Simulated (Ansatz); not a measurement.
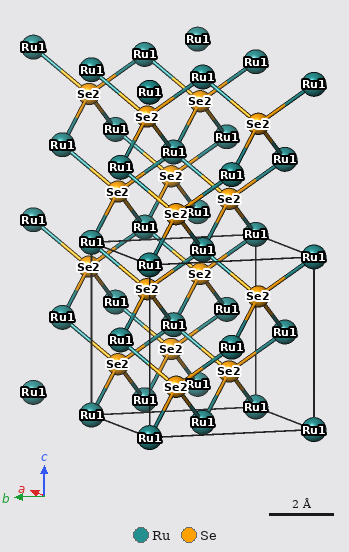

The starting point is solid RuSe (built on the zincblende type). The picture is a ball-and-stick view of the conventional cell (4 times the calculation's cell), repeated 2 × 1 × 2 with one cell outlined, seen from a free direction. Lengths and directions refer to the drawn axes.

Level of theory: DFT PBE, scalar-relativistic, plane waves, PAW (Ansatz 0.2.0). (plane-wave cutoff 420 eV; k-point mesh 10 × 10 × 10; occupations gaussian; smearing width 0.05 eV; no spin polarisation)

Change: The cell is strained by +0.5 % along [0 1 −1], −0.5 % along [0 1 1], none along the third axis (volume 0.0 %), the atoms keeping their fractional coordinates. No relaxation follows.

Question: What is the effect?

Answer: The energy changes by less than 1 meV per atom. The pressure goes from 0.0 to 0.0 GPa. The principal stresses (compression positive) are 0.5 GPa along [0 1 1], −0.5 GPa along [0 1 −1], none along the third axis. The largest forces, 0.13 eV/Å, act on Ru1 and Se2; on Se2 it points along −a. Among the bonded contacts that change: Ru–Se 2.383 → 2.375 to 2.391 Å. The space group (tolerance 0.01 Å) goes from F-43m (No. 216) to Imm2 (No. 44).
